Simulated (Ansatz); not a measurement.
**Run report: H₄O₂, geometry relaxation**

System: H₄O₂, SMILES O.O.
Method: RKS PBE0-D4/def2-TZVPP (Ansatz 0.2.0).

Figures and captions count atoms from 1; the log counts them from 0 in places.

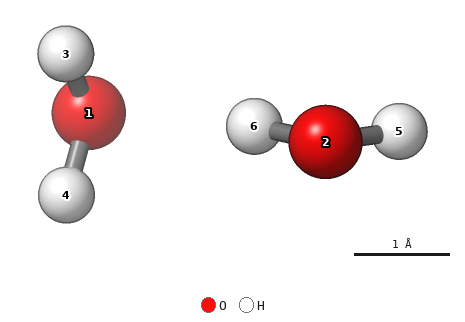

**Figure 1.** The input geometry (ball-and-stick view, seen at a tilt; atoms are numbered from 1 in the order of the input).

### Input
```yaml
crystal:
  periodic: [false, false, false]
  atoms:
    - { symbol: O, position_ang: [-0.31586231, -0.15722, -1.44202557] }
    - { symbol: O, position_ang: [0.27259766, 0.1355478, 1.31573977] }
    - { symbol: H, position_ang: [0.60428201, 0.11956525, -1.61519456] }
    - { symbol: H, position_ang: [-0.78123666, 0.69758993, -1.36504279] }
    - { symbol: H, position_ang: [0.02936556, -0.63306293, 1.86152385] }
    - { symbol: H, position_ang: [0.02056375, -0.16082004, 0.4108793] }
basis:
  gaussian: { orbitals: def2-TZVPP }
hamiltonian:
  xc: pbe0
  dispersion: d4
relax:
  f_tol: 0.002
  max_steps: 150
```

Launch command:
```bash
ansatz run input.yaml --threads 4 --pin off --max-ram 10240MiB --backend cpu --events-out ev --progress --plain --runs-dir out
```

### Output
```
The last accepted step is kept in [file] (removed where the run ends without a failure and the disk answers)
Engine: ansatz 0.2.0, x86_64-unknown-linux-gnu
Functional definition: PBE0
  parameter a = 0.25
  parameter kappa = 0.804
  parameter beta = 0.06672455060314922
  exchange = (1 - a)*pbe_x(kappa = kappa, mu = beta*pi^2/3) + a*exact_x
  correlation = pbe_c(beta = beta)
538 factors; their error is unknown
mean field evaluation 1: about -4150.0011 eV, gradient 6.7e1 eV
mean field evaluation 2: about -4141.7409 eV, gradient 9.6e1 eV
mean field evaluation 4: about -4157.0302 eV, gradient 4.0e-1 eV
mean field evaluation 8: about -4157.0411 eV, gradient 2.3e-2 eV
mean field -4157.04114772 eV, -152.7684444352 hartree, gradient 4.4e-5 eV, S^2 0.000000; 0 other end points of the search recorded, 0 dependent functions left out
the calculation of the forces begins
reference -4157.04116852 eV, -152.7684451996 hartree; 10, 10 occupied and 108, 108 virtual orbitals, 538 factors
relax step   1: F+E_penalty+E_count = -4157.06507532 eV  Δ(F+E_penalty+E_count) = +0.000e0 eV  max|allowed force component| = 1.101e0 eV/Å  Δτ_max = 0.0000 Å  (24 SCF iters, accepted)
these checks for a lower state are left out or cut short: starts, cluster_reference, orbital_swaps, neighbouring_geometries, increment
538 factors; their error is unknown
mean field evaluation 16: about -4157.0239 eV, gradient 3.0e-1 eV
mean field -4157.03524052 eV, -152.7682273493 hartree, gradient 1.7e-5 eV, S^2 0.000000; 0 other end points of the search recorded, 0 dependent functions left out
the calculation of the forces begins
reference -4157.03526185 eV, -152.7682281331 hartree; 10, 10 occupied and 108, 108 virtual orbitals, 538 factors
relax step   2: F+E_penalty+E_count = -4157.05855842 eV  Δ(F+E_penalty+E_count) = +6.517e-3 eV  max|allowed force component| = 1.740e0 eV/Å  Δτ_max = 0.1714 Å  (34 SCF iters, rejected (line search))
these checks for a lower state are left out or cut short: starts, cluster_reference, orbital_swaps, neighbouring_geometries, increment
538 factors; their error is unknown
mean field -4157.08178586 eV, -152.7699378593 hartree, gradient 2.2e-5 eV, S^2 0.000000; 0 other end points of the search recorded, 0 dependent functions left out
the calculation of the forces begins
reference -4157.08180649 eV, -152.7699386174 hartree; 10, 10 occupied and 108, 108 virtual orbitals, 538 factors
relax step   3: F+E_penalty+E_count = -4157.10495003 eV  Δ(F+E_penalty+E_count) = -3.987e-2 eV  max|allowed force component| = 3.298e-1 eV/Å  Δτ_max = 0.0857 Å  (28 SCF iters, accepted)
these checks for a lower state are left out or cut short: starts, cluster_reference, orbital_swaps, neighbouring_geometries, increment
538 factors; their error is unknown
mean field evaluation 32: about -4157.0853 eV, gradient 7.3e-4 eV
mean field -4157.09530537 eV, -152.7704346919 hartree, gradient 1.4e-5 eV, S^2 0.000000; 0 other end points of the search recorded, 0 dependent functions left out
the calculation of the forces begins
reference -4157.09532606 eV, -152.7704354523 hartree; 10, 10 occupied and 108, 108 virtual orbitals, 538 factors
relax step   4: F+E_penalty+E_count = -4157.11829417 eV  Δ(F+E_penalty+E_count) = -1.334e-2 eV  max|allowed force component| = 8.576e-2 eV/Å  Δτ_max = 0.1000 Å  (34 SCF iters, accepted)
these checks for a lower state are left out or cut short: starts, cluster_reference, orbital_swaps, neighbouring_geometries, increment
538 factors; their error is unknown
mean field -4157.09680563 eV, -152.7704898254 hartree, gradient 1.9e-5 eV, S^2 0.000000; 0 other end points of the search recorded, 0 dependent functions left out
the calculation of the forces begins
reference -4157.09682632 eV, -152.7704905858 hartree; 10, 10 occupied and 108, 108 virtual orbitals, 538 factors
relax step   5: F+E_penalty+E_count = -4157.11984142 eV  Δ(F+E_penalty+E_count) = -1.547e-3 eV  max|allowed force component| = 1.153e-2 eV/Å  Δτ_max = 0.0335 Å  (28 SCF iters, accepted)
these checks for a lower state are left out or cut short: starts, cluster_reference, orbital_swaps, neighbouring_geometries, increment
538 factors; their error is unknown
mean field -4157.09690200 eV, -152.7704933671 hartree, gradient 1.4e-5 eV, S^2 0.000000; 0 other end points of the search recorded, 0 dependent functions left out
the calculation of the forces begins
reference -4157.09692270 eV, -152.7704941276 hartree; 10, 10 occupied and 108, 108 virtual orbitals, 538 factors
relax step   6: F+E_penalty+E_count = -4157.11993547 eV  Δ(F+E_penalty+E_count) = -9.405e-5 eV  max|allowed force component| = 6.967e-3 eV/Å  Δτ_max = 0.0093 Å  (29 SCF iters, accepted)
these checks for a lower state are left out or cut short: starts, cluster_reference, orbital_swaps, neighbouring_geometries, increment
538 factors; their error is unknown
mean field -4157.09707418 eV, -152.7704996946 hartree, gradient 1.5e-5 eV, S^2 0.000000; 0 other end points of the search recorded, 0 dependent functions left out
the calculation of the forces begins
reference -4157.09709490 eV, -152.7705004558 hartree; 10, 10 occupied and 108, 108 virtual orbitals, 538 factors
relax step   7: F+E_penalty+E_count = -4157.12007537 eV  Δ(F+E_penalty+E_count) = -1.399e-4 eV  max|allowed force component| = 2.456e-3 eV/Å  Δτ_max = 0.0154 Å  (28 SCF iters, accepted)
these checks for a lower state are left out or cut short: starts, cluster_reference, orbital_swaps, neighbouring_geometries, increment
538 factors; their error is unknown
mean field evaluation 64: about -4157.0970 eV, gradient 1.4e-5 eV
mean field -4157.09695216 eV, -152.7704952103 hartree, gradient 1.4e-5 eV, S^2 0.000000; 0 other end points of the search recorded, 0 dependent functions left out
the calculation of the forces begins
reference -4157.09697288 eV, -152.7704959718 hartree; 10, 10 occupied and 108, 108 virtual orbitals, 538 factors
relax step   8: F+E_penalty+E_count = -4157.11993334 eV  Δ(F+E_penalty+E_count) = +1.420e-4 eV  max|allowed force component| = 9.040e-2 eV/Å  Δτ_max = 0.0134 Å  (29 SCF iters, rejected (line search))
these checks for a lower state are left out or cut short: starts, cluster_reference, orbital_swaps, neighbouring_geometries, increment
538 factors; their error is unknown
mean field -4157.09710820 eV, -152.7705009447 hartree, gradient 1.4e-5 eV, S^2 0.000000; 0 other end points of the search recorded, 0 dependent functions left out
the calculation of the forces begins
reference -4157.09712892 eV, -152.7705017063 hartree; 10, 10 occupied and 108, 108 virtual orbitals, 538 factors
relax step   9: F+E_penalty+E_count = -4157.12009664 eV  Δ(F+E_penalty+E_count) = -2.127e-5 eV  max|allowed force component| = 9.022e-3 eV/Å  Δτ_max = 0.0065 Å  (30 SCF iters, accepted)
these checks for a lower state are left out or cut short: starts, cluster_reference, orbital_swaps, neighbouring_geometries, increment
538 factors; their error is unknown
mean field -4157.09712534 eV, -152.7705015747 hartree, gradient 1.4e-5 eV, S^2 0.000000; 0 other end points of the search recorded, 0 dependent functions left out
the calculation of the forces begins
reference -4157.09714607 eV, -152.7705023365 hartree; 10, 10 occupied and 108, 108 virtual orbitals, 538 factors
relax step  10: F+E_penalty+E_count = -4157.12010164 eV  Δ(F+E_penalty+E_count) = -4.999e-6 eV  max|allowed force component| = 3.219e-3 eV/Å  Δτ_max = 0.0043 Å  (30 SCF iters, accepted)
these checks for a lower state are left out or cut short: starts, cluster_reference, orbital_swaps, neighbouring_geometries, increment
538 factors; their error is unknown
mean field -4157.09712509 eV, -152.7705015653 hartree, gradient 1.4e-5 eV, S^2 0.000000; 0 other end points of the search recorded, 0 dependent functions left out
the calculation of the forces begins
reference -4157.09714581 eV, -152.7705023270 hartree; 10, 10 occupied and 108, 108 virtual orbitals, 538 factors
relax step  11: F+E_penalty+E_count = -4157.12010183 eV  Δ(F+E_penalty+E_count) = -1.957e-7 eV  max|allowed force component| = 4.676e-4 eV/Å  Δτ_max = 0.0003 Å  (30 SCF iters, accepted)
538 factors; their error is unknown
mean field evaluation 96: about -4157.0765 eV, gradient 2.4e0 eV
```

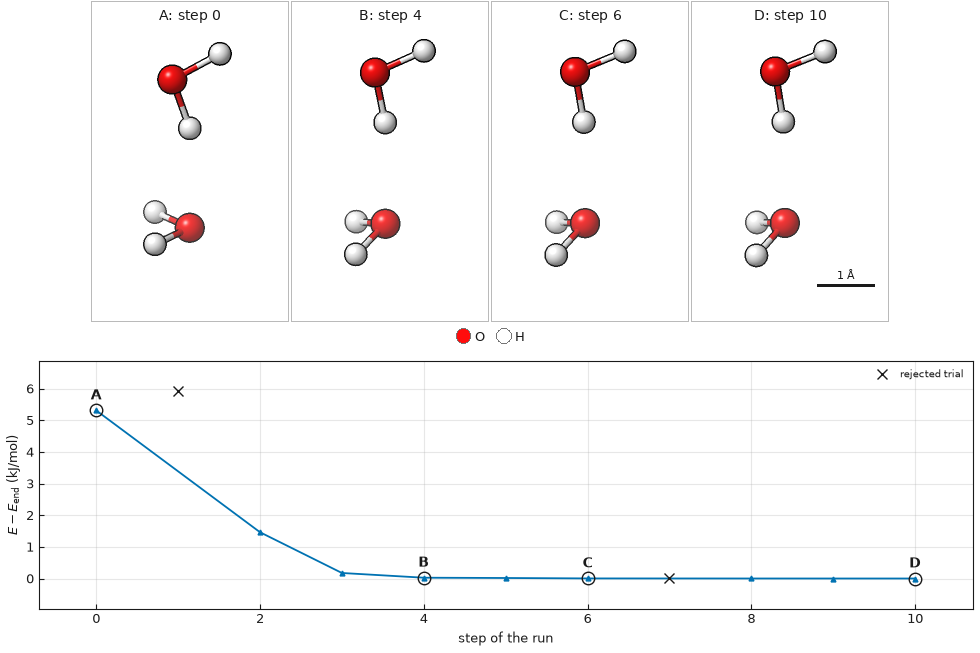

**Figure 2.** Frames of the relaxation (ball-and-stick view, seen at an oblique angle) above the curves, on which the letters mark them (the first geometry is step 0 here and step 1 in the log).

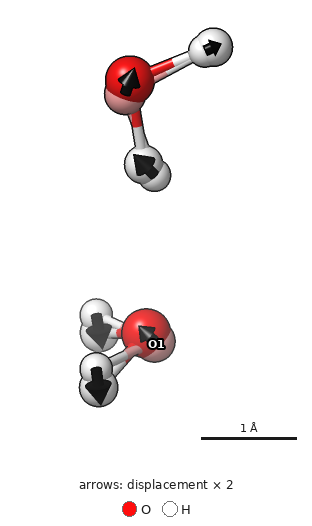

**Figure 3.** Start (faint) and end (solid) with the displacements as black arrows, magnified 2 times (ball-and-stick view, seen at an oblique angle). The two geometries are laid on each other by the best rigid fit. The largest move after the best rigid fit is that of H4, 0.21 Å. By element the largest moves are H 0.21 Å, O 0.16 Å. Distances before and after: O2–H6 0.985 → 0.966 Å, O1–H3 0.976 → 0.959 Å, O2–H5 0.974 → 0.957 Å. Among the angles that change: H3–O1–H4 102.4° → 105.2°. After 10 geometry steps the energy has fallen by 5.31 kJ/mol. The largest force component goes from 1.1 to 0.00047 eV/Å. The line search rejected the trial steps at points 1, 7 (counted from 0) and went back. (Atoms are counted from 1 in the order of the input.)

```
mean field -4157.09712509 eV, -152.7705015653 hartree, gradient 1.4e-5 eV, S^2 0.000000; 1 other end points of the search recorded, 0 dependent functions left out
the calculation of the forces begins
reference -4157.09714581 eV, -152.7705023270 hartree; 10, 10 occupied and 108, 108 virtual orbitals, 538 factors
Total energy: -4157.12012256 eV, -152.7713467069 hartree
Atom 0 at    -0.267477    -0.076845    -1.357780 Å, force    -0.000224     0.000468    -0.000254 eV/Å
Atom 1 at     0.280870     0.086964     1.467883 Å, force    -0.000332    -0.000243     0.000106 eV/Å
Atom 2 at     0.562140     0.089005    -1.808730 Å, force    -0.000074    -0.000137     0.000278 eV/Å
Atom 3 at    -0.824966     0.672841    -1.572972 Å, force     0.000091    -0.000253    -0.000015 eV/Å
Atom 4 at     0.013378    -0.722632     1.901984 Å, force     0.000120     0.000262    -0.000078 eV/Å
Atom 5 at     0.065766    -0.047733     0.535494 Å, force     0.000419    -0.000096    -0.000038 eV/Å
Dipole moment:    -0.093387    -0.005766    -0.534626 e Å
```

### Trajectory as extended XYZ (Å, eV, eV/Å), 11 frames, from step=1 to step=11
```
6
Properties=species:S:1:pos:R:3:forces:R:3 step=1 energy=-4157.06508
O    -0.3159   -0.1572   -1.4420    0.4706   1.1014  -0.0284
O     0.2726    0.1355    1.3157   -0.4653  -1.0386  -0.3096
H     0.6043    0.1196   -1.6152   -0.6911  -0.3324   0.0456
H    -0.7812    0.6976   -1.3650    0.2368  -0.7209  -0.1072
H     0.0294   -0.6331    1.8615    0.2446   0.6869  -0.2980
H     0.0206   -0.1608    0.4109    0.2044   0.3037   0.6975
6
Properties=species:S:1:pos:R:3:forces:R:3 step=2 energy=-4157.05856 accepted=F
O    -0.2838   -0.1255   -1.3910    0.6957   1.7402  -0.9162
O     0.2918    0.0954    1.3926   -0.2840  -0.5020  -0.1628
H     0.5831    0.1510   -1.7824   -1.0753  -0.6656   0.6216
H    -0.7963    0.7080   -1.5086    0.3505  -1.1010   0.2722
H     0.0247   -0.6414    1.9515    0.1224   0.2563  -0.0288
H     0.0101   -0.1860    0.5038    0.1907   0.2722   0.2140
6
Properties=species:S:1:pos:R:3:forces:R:3 step=3 energy=-4157.10495
O    -0.3092   -0.1336   -1.4788    0.1462   0.3298   0.0783
O     0.2705    0.1118    1.3783   -0.1498  -0.2705  -0.2519
H     0.5917    0.1258   -1.6997   -0.1483  -0.1122  -0.0061
H    -0.7855    0.7029   -1.4412    0.0199  -0.1866  -0.0397
H     0.0444   -0.6430    1.9269    0.0513   0.1397  -0.0396
H     0.0177   -0.1623    0.4803    0.0806   0.0998   0.2590
6
Properties=species:S:1:pos:R:3:forces:R:3 step=4 energy=-4157.11829
O    -0.2807   -0.0964   -1.4017   -0.0025   0.0858   0.0047
O     0.2736    0.0902    1.4333    0.0221   0.0362   0.0393
H     0.5745    0.1097   -1.7855   -0.0442  -0.0092   0.0103
H    -0.8116    0.6926   -1.5371    0.0504  -0.0754   0.0034
H     0.0315   -0.6850    1.9400   -0.0086   0.0089  -0.0773
H     0.0424   -0.1094    0.5168   -0.0173  -0.0463   0.0195
6
Properties=species:S:1:pos:R:3:forces:R:3 step=5 energy=-4157.11984
O    -0.2729   -0.0861   -1.3728    0.0009   0.0024   0.0030
O     0.2780    0.0901    1.4483   -0.0022  -0.0055  -0.0008
H     0.5678    0.0986   -1.7953   -0.0017  -0.0015  -0.0016
H    -0.8181    0.6816   -1.5538    0.0000  -0.0025  -0.0021
H     0.0213   -0.7041    1.9161    0.0000   0.0036  -0.0100
H     0.0536   -0.0785    0.5234    0.0031   0.0036   0.0115
6
Properties=species:S:1:pos:R:3:forces:R:3 step=6 energy=-4157.11993
O    -0.2722   -0.0856   -1.3696    0.0015   0.0027   0.0042
O     0.2785    0.0897    1.4518    0.0033   0.0070   0.0022
H     0.5668    0.0964   -1.7965   -0.0003  -0.0015  -0.0028
H    -0.8192    0.6795   -1.5556   -0.0016  -0.0010  -0.0032
H     0.0189   -0.7085    1.9111   -0.0026  -0.0038  -0.0064
H     0.0569   -0.0700    0.5247   -0.0004  -0.0034   0.0059
6
Properties=species:S:1:pos:R:3:forces:R:3 step=7 energy=-4157.12007
O    -0.2692   -0.0803   -1.3623    0.0003   0.0008   0.0010
O     0.2799    0.0882    1.4613    0.0001  -0.0005   0.0018
H     0.5641    0.0921   -1.8040   -0.0025   0.0004  -0.0006
H    -0.8229    0.6755   -1.5658    0.0019  -0.0014  -0.0015
H     0.0153   -0.7168    1.9057   -0.0002   0.0000  -0.0013
H     0.0625   -0.0571    0.5310    0.0003   0.0007   0.0006
6
Properties=species:S:1:pos:R:3:forces:R:3 step=8 energy=-4157.11993 accepted=F
O    -0.2673   -0.0776   -1.3555    0.0079   0.0046  -0.0072
O     0.2809    0.0865    1.4695   -0.0007   0.0350  -0.0904
H     0.5601    0.0897   -1.8095    0.0316  -0.0193  -0.0015
H    -0.8234    0.6717   -1.5736   -0.0396   0.0153   0.0076
H     0.0124   -0.7235    1.9003   -0.0141  -0.0412   0.0191
H     0.0671   -0.0452    0.5348    0.0149   0.0055   0.0724
6
Properties=species:S:1:pos:R:3:forces:R:3 step=9 energy=-4157.12010
O    -0.2681   -0.0783   -1.3593    0.0008   0.0047  -0.0033
O     0.2804    0.0875    1.4652   -0.0003  -0.0043   0.0090
H     0.5627    0.0904   -1.8070   -0.0010  -0.0021   0.0012
H    -0.8241    0.6738   -1.5701   -0.0001  -0.0027   0.0012
H     0.0140   -0.7203    1.9034    0.0015   0.0045  -0.0025
H     0.0647   -0.0516    0.5337   -0.0010   0.0000  -0.0056
6
Properties=species:S:1:pos:R:3:forces:R:3 step=10 energy=-4157.12010
O    -0.2676   -0.0770   -1.3579    0.0010   0.0032  -0.0021
O     0.2807    0.0871    1.4679   -0.0008  -0.0014  -0.0019
H     0.5622    0.0891   -1.8087   -0.0024  -0.0008   0.0014
H    -0.8250    0.6729   -1.5729    0.0015  -0.0024   0.0008
H     0.0134   -0.7226    1.9020    0.0003   0.0008  -0.0002
H     0.0660   -0.0479    0.5354    0.0004   0.0005   0.0019
6
Properties=species:S:1:pos:R:3:forces:R:3 step=11 energy=-4157.12010
O    -0.2675   -0.0768   -1.3578   -0.0002   0.0005  -0.0003
O     0.2809    0.0870    1.4679   -0.0003  -0.0002   0.0001
H     0.5621    0.0890   -1.8087   -0.0001  -0.0001   0.0003
H    -0.8250    0.6728   -1.5730    0.0001  -0.0003   0.0000
H     0.0134   -0.7226    1.9020    0.0001   0.0003  -0.0001
H     0.0658   -0.0477    0.5355    0.0004  -0.0001   0.0000
```

### Summary

| quantity | value |
| --- | --- |
| outcome | converged |
| total energy | −4157.1201 eV |
| mean-field energy | −4157.0971 eV |
| SCF solution under orbital rotations | stable |
| largest force (length of the vector) at the end | 0.001 eV/Å |
| hardware | 4 threads of Intel Xeon @ 2.50GHz (Skylake/Cascade Lake), 189 GiB of memory available, shared host |
| wall time | 13 s (CPU time 41 s) |
| peak memory | 0.17 GiB |
